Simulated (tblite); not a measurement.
Run report: CH₁₀N₂OSi₂, geometry relaxation

- system: CH₁₀N₂OSi₂
- method: GFN2-xTB geometry optimisation, gas phase (tblite 0.8.0)

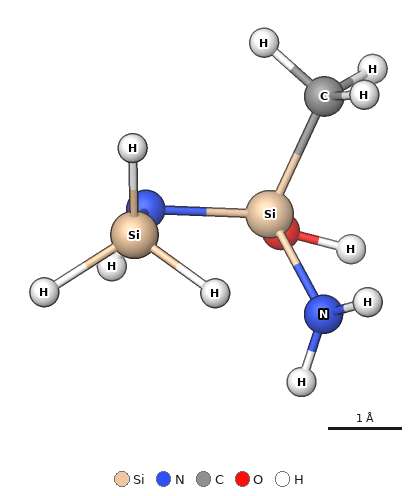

Figure 1. The structure as given in the input (ball-and-stick view, seen at a tilt). Bond lengths as drawn: C–H 1.11 to 1.14 Å, C–Si 1.85 Å, H–N 1.01 to 1.05 Å, H–O 1.01 Å, H–Si 1.44 to 1.49 Å, N–Si 1.77 to 1.80 Å and O–Si 1.73 Å.

## The input
```
{"job": {"kind": "relax", "xc": "GFN2-xTB", "basis": "xTB"}, "charge": 0, "multiplicity": 1}
Si    -0.707034     0.213729    -0.304172
N      0.640544    -0.445794    -1.252410
Si     2.116265    -0.495190    -0.227876
C     -1.399612    -1.168882     0.707777
N     -0.111545     1.577217     0.647714
O     -1.946885     0.799882    -1.352299
H      0.824570     0.249628    -2.017725
H      2.296335    -1.773515     0.401162
H      2.009803     0.515725     0.792130
H      3.291599    -0.160641    -1.085655
H     -2.534407    -1.169394     0.680517
H     -1.055218    -1.207141     1.759340
H     -1.104438    -2.122707     0.207242
H      0.037870     1.450767     1.651410
H      0.213010     2.409506     0.166336
H     -2.551102     1.349901    -0.753938
```

The first line tells a small driver script what to run in tblite; the rest is the geometry in Å.

Run on 1 CPU thread, shared host.

Launched with:
```bash
OMP_NUM_THREADS=1 python <driver script> task.json out
```

## What the program printed
```
step      E/eV     max force
  0    -562.55020    2.618
  1    -562.88133    1.268
  2    -562.99418    0.798
  3    -563.06020    0.821
  4    -563.12733    0.929
  5    -563.18245    0.924
  6    -563.25947    1.014
  7    -563.31195    0.946
  8    -563.35426    0.367
  9    -563.37168    0.380
 10    -563.38984    0.408
 11    -563.41105    0.559
 12    -563.43456    0.464
 13    -563.45600    0.409
 14    -563.47833    0.476
 15    -563.49815    0.460
 16    -563.51505    0.398
 17    -563.52135    0.353
 18    -563.52703    0.214
 19    -563.53155    0.204
 20    -563.54267    0.275
 21    -563.55078    0.259
 22    -563.55714    0.202
 23    -563.56239    0.197
 24    -563.56781    0.171
 25    -563.57257    0.207
 26    -563.57642    0.155
 27    -563.57986    0.167
 28    -563.58351    0.183
 29    -563.58680    0.160
 30    -563.58955    0.125
 31    -563.59179    0.110
 32    -563.59349    0.099
 33    -563.59455    0.095
 34    -563.59515    0.053
 35    -563.59570    0.062
 36    -563.59662    0.084
 37    -563.59774    0.096
 38    -563.59874    0.076
 39    -563.59923    0.040
 40    -563.59943    0.038
 41    -563.59963    0.040
 42    -563.59997    0.041
 43    -563.60042    0.060
 44    -563.60088    0.058
 45    -563.60126    0.041
 46    -563.60161    0.044
 47    -563.60199    0.041
 48    -563.60246    0.060
 49    -563.60302    0.062
 50    -563.60353    0.049
 51    -563.60397    0.055
 52    -563.60439    0.044
 53    -563.60480    0.058
 54    -563.60515    0.057
 55    -563.60543    0.035
 56    -563.60559    0.031
 57    -563.60569    0.028
 58    -563.60584    0.037
 59    -563.60606    0.045
 60    -563.60632    0.044
 61    -563.60652    0.035
 62    -563.60665    0.035
 63    -563.60677    0.032
 64    -563.60692    0.031
 65    -563.60709    0.034
 66    -563.60725    0.034
 67    -563.60737    0.028
 68    -563.60753    0.037
 69    -563.60781    0.058
 70    -563.60826    0.069
 71    -563.60877    0.063
 72    -563.60918    0.039
 73    -563.60952    0.048
 74    -563.60983    0.063
 75    -563.61015    0.076
 76    -563.61063    0.059
 77    -563.61136    0.048
 78    -563.61196    0.071
 79    -563.61240    0.080
 80    -563.61285    0.052
 81    -563.61336    0.065
 82    -563.61338    0.086
 83    -563.61387    0.063
 84    -563.61426    0.044
 85    -563.61504    0.061
 86    -563.61573    0.082
 87    -563.61623    0.064
 88    -563.61664    0.038
 89    -563.61678    0.034
 90    -563.61695    0.039
 91    -563.61713    0.033
 92    -563.61736    0.030
 93    -563.61749    0.025
 94    -563.61763    0.022
 95    -563.61772    0.019
 96    -563.61779    0.021
 97    -563.61786    0.025
 98    -563.61794    0.025
 99    -563.61803    0.023
100    -563.61812    0.030
101    -563.61821    0.031
102    -563.61832    0.025
103    -563.61844    0.023
104    -563.61855    0.023
105    -563.61863    0.020
106    -563.61870    0.020
107    -563.61876    0.024
108    -563.61882    0.022
109    -563.61888    0.020
110    -563.61897    0.019
111    -563.61902    0.018
112    -563.61908    0.018
113    -563.61915    0.023
114    -563.61924    0.032
115    -563.61934    0.030
116    -563.61941    0.020
117    -563.61946    0.014
118    -563.61949    0.015
119    -563.61952    0.015
120    -563.61954    0.012
121    -563.61955    0.008
122    -563.61957    0.008
```

## Trajectory as extended XYZ (Å, eV, eV/Å), 7 of the 26 frames kept, from step=0 to step=122
```
16
Properties=species:S:1:pos:R:3:forces:R:3 step=0 energy=-562.55020
Si   -0.7070    0.2137   -0.3042   -0.1940   1.5210  -1.2960
N     0.6405   -0.4458   -1.2524    0.7810   1.6610   0.1760
Si    2.1163   -0.4952   -0.2279   -0.1200   0.1160  -1.4460
C    -1.3996   -1.1689    0.7078   -1.1740  -1.5220   0.4940
N    -0.1115    1.5772    0.6477   -1.0570  -0.7970  -0.1210
O    -1.9469    0.7999   -1.3523    0.2270   0.7170   2.5070
H     0.8246    0.2496   -2.0177   -0.2690  -1.1820   0.6980
H     2.2963   -1.7735    0.4012   -0.1360  -0.4980   0.0980
H     2.0098    0.5157    0.7921    0.3410   0.2080   0.3980
H     3.2916   -0.1606   -1.0857   -0.4280  -0.1540   0.1680
H    -2.5344   -1.1694    0.6805    1.3770   0.0770   0.2550
H    -1.0552   -1.2071    1.7593   -0.3140   0.0200  -0.7410
H    -1.1044   -2.1227    0.2072   -0.1850   0.6840   0.5890
H     0.0379    1.4508    1.6514    0.1000   0.6310  -0.9760
H     0.2130    2.4095    0.1663   -0.0300  -0.3670   0.7720
H    -2.5511    1.3499   -0.7539    1.0830  -1.1150  -1.5760
16
Properties=species:S:1:pos:R:3:forces:R:3 step=20 energy=-563.54267
Si   -0.7416    0.3277   -0.2346   -0.0090  -0.1490   0.0990
N     0.7545    0.0235   -1.0617    0.0690  -0.0360   0.2170
Si    2.2176   -0.4559   -0.2916    0.0440  -0.0260   0.2070
C    -1.3981   -1.1736    0.7379    0.0130   0.0550   0.0170
N    -0.4897    1.6591    0.8431   -0.0390   0.0980   0.0400
O    -1.7422    0.7931   -1.4338    0.0020  -0.0020  -0.1070
H     0.6839   -0.1230   -2.0479   -0.0140  -0.0460  -0.2560
H     2.1148   -1.8448    0.1868    0.0820   0.0240  -0.0110
H     2.4687    0.4016    0.8917   -0.0940  -0.1110  -0.2330
H     3.2854   -0.2865   -1.2727    0.0130  -0.0200  -0.0530
H    -2.4855   -1.1758    0.7972    0.1220  -0.0110  -0.0740
H    -1.0272   -1.1823    1.7597    0.0310   0.0010  -0.0900
H    -1.0811   -2.1031    0.2661   -0.0920   0.1250   0.0660
H    -0.0027    1.4554    1.6998   -0.0350   0.0030   0.0500
H    -0.0113    2.4242    0.3882   -0.0680   0.0950   0.1120
H    -2.5259    1.2838   -1.2088   -0.0260   0.0010   0.0170
16
Properties=species:S:1:pos:R:3:forces:R:3 step=40 energy=-563.59943
Si   -0.7018    0.3651   -0.2262    0.0130   0.0070   0.0060
N     0.7839   -0.0143   -1.0451    0.0020  -0.0260   0.0270
Si    2.2654   -0.5276   -0.3338    0.0210  -0.0030  -0.0110
C    -1.3777   -1.1198    0.7440   -0.0050   0.0030  -0.0110
N    -0.5902    1.6681    0.9071    0.0020   0.0060  -0.0060
O    -1.6380    0.8394   -1.4784   -0.0060  -0.0340   0.0150
H     0.6716   -0.1970   -2.0285    0.0090   0.0280   0.0020
H     2.2361   -1.9151    0.1561   -0.0140   0.0050  -0.0120
H     2.5098    0.3562    0.8085    0.0230   0.0060   0.0100
H     3.2867   -0.3830   -1.3722    0.0010  -0.0040   0.0010
H    -2.4596   -1.0980    0.8198   -0.0180   0.0130   0.0040
H    -0.9808   -1.1466    1.7530    0.0100  -0.0020  -0.0120
H    -1.1016   -2.0511    0.2610   -0.0120  -0.0170  -0.0030
H    -0.1384    1.4774    1.7859    0.0020   0.0030  -0.0030
H    -0.2560    2.5510    0.5529   -0.0130   0.0080  -0.0040
H    -2.4897    1.2183   -1.2845   -0.0140   0.0060  -0.0040
16
Properties=species:S:1:pos:R:3:forces:R:3 step=60 energy=-563.60632
Si   -0.6947    0.3515   -0.2118    0.0230   0.0360   0.0110
N     0.8080   -0.0111   -1.0076   -0.0150   0.0000   0.0020
Si    2.3026   -0.5452   -0.3373   -0.0330  -0.0230  -0.0090
C    -1.3950   -1.1224    0.7542    0.0020   0.0080  -0.0090
N    -0.6332    1.6746    0.9044    0.0120   0.0060  -0.0110
O    -1.6264    0.7943   -1.4802    0.0070   0.0030  -0.0020
H     0.7190   -0.0787   -2.0080    0.0120  -0.0010   0.0080
H     2.2439   -1.9366    0.1400   -0.0010   0.0260  -0.0100
H     2.6204    0.3210    0.8023   -0.0050   0.0040   0.0060
H     3.2942   -0.4134   -1.4068   -0.0050  -0.0060   0.0100
H    -2.4693   -1.0359    0.8788   -0.0170   0.0010   0.0130
H    -0.9577   -1.1969    1.7433    0.0270  -0.0110  -0.0080
H    -1.1988   -2.0544    0.2355    0.0020  -0.0190   0.0020
H    -0.1554    1.5213    1.7772   -0.0080   0.0160  -0.0170
H    -0.3611    2.5724    0.5325   -0.0020  -0.0290   0.0220
H    -2.4768    1.1824   -1.2968    0.0020  -0.0110  -0.0080
16
Properties=species:S:1:pos:R:3:forces:R:3 step=85 energy=-563.61504
Si   -0.6959    0.3740   -0.2180    0.0000  -0.0060   0.0070
N     0.8156    0.0191   -0.9935    0.0520   0.0180   0.0260
Si    2.2778   -0.5777   -0.3105    0.0310  -0.0320   0.0150
C    -1.3482   -1.1160    0.7501   -0.0090  -0.0310   0.0120
N    -0.6815    1.7064    0.8876    0.0260   0.0500  -0.0090
O    -1.6083    0.7851   -1.5081   -0.0130  -0.0100  -0.0410
H     0.7814    0.0877   -1.9952   -0.0090  -0.0080  -0.0570
H     2.1422   -1.9627    0.1649   -0.0020   0.0090  -0.0220
H     2.6352    0.2576    0.8419   -0.0030   0.0220   0.0120
H     3.2904   -0.4848   -1.3652   -0.0260  -0.0080   0.0170
H    -2.3510   -0.9470    1.1279   -0.0120   0.0230   0.0090
H    -0.7124   -1.3391    1.5991    0.0190  -0.0050   0.0050
H    -1.3768   -2.0010    0.1235    0.0000  -0.0140  -0.0100
H    -0.2088    1.5746    1.7661   -0.0080  -0.0060   0.0140
H    -0.4259    2.6078    0.5120   -0.0200  -0.0270   0.0110
H    -2.5138    1.0392   -1.3629   -0.0260   0.0240   0.0110
16
Properties=species:S:1:pos:R:3:forces:R:3 step=105 energy=-563.61863
Si   -0.6887    0.3777   -0.2325   -0.0090  -0.0080  -0.0040
N     0.8366    0.0612   -1.0006   -0.0020  -0.0030   0.0120
Si    2.2688   -0.5835   -0.2949    0.0000  -0.0020   0.0050
C    -1.3162   -1.1174    0.7471    0.0160   0.0100   0.0030
N    -0.7066    1.7125    0.8699   -0.0100   0.0000   0.0020
O    -1.6191    0.7608   -1.5203   -0.0030   0.0020   0.0050
H     0.7975    0.0867   -2.0052    0.0020  -0.0030  -0.0090
H     2.0904   -1.9707    0.1567    0.0130  -0.0050   0.0040
H     2.6093    0.2422    0.8699   -0.0010  -0.0060  -0.0010
H     3.3023   -0.5116   -1.3280   -0.0010   0.0070  -0.0030
H    -2.2620   -0.9069    1.2353   -0.0120  -0.0070  -0.0020
H    -0.6070   -1.4039    1.5155    0.0120  -0.0060   0.0010
H    -1.4576   -1.9749    0.0977   -0.0130  -0.0090   0.0010
H    -0.2604    1.5863    1.7629    0.0060   0.0010   0.0000
H    -0.4561    2.6160    0.4999    0.0080   0.0180   0.0010
H    -2.5115    1.0485   -1.3538   -0.0060   0.0110  -0.0150
16
Properties=species:S:1:pos:R:3:forces:R:3 step=122 energy=-563.61957
Si   -0.6966    0.3742   -0.2340    0.0000  -0.0020  -0.0010
N     0.8308    0.0502   -0.9963    0.0030  -0.0020   0.0020
Si    2.2670   -0.5855   -0.2899    0.0050  -0.0010  -0.0020
C    -1.3117   -1.1224    0.7512    0.0000   0.0040   0.0010
N    -0.7165    1.7161    0.8607   -0.0010   0.0010   0.0030
O    -1.6247    0.7550   -1.5241    0.0010   0.0020  -0.0050
H     0.7930    0.0674   -2.0015   -0.0010  -0.0020  -0.0010
H     2.1142   -1.9801    0.1503    0.0000   0.0040  -0.0040
H     2.5934    0.2335    0.8834   -0.0050  -0.0010   0.0000
H     3.3024   -0.4895   -1.3199   -0.0040   0.0060   0.0020
H    -2.2393   -0.9091    1.2724    0.0000   0.0000   0.0010
H    -0.5787   -1.4243    1.4913   -0.0020  -0.0010   0.0000
H    -1.4841   -1.9718    0.0983   -0.0060  -0.0030   0.0010
H    -0.2715    1.5922    1.7546    0.0030   0.0000   0.0040
H    -0.4599    2.6171    0.4879    0.0030   0.0040  -0.0020
H    -2.4980    1.1001   -1.3647    0.0030  -0.0070   0.0010
```

## Summary

```csv
quantity,value
outcome,converged
total energy,−563.6196 eV
wall time,3.6 s
peak memory,0.18 GiB
```
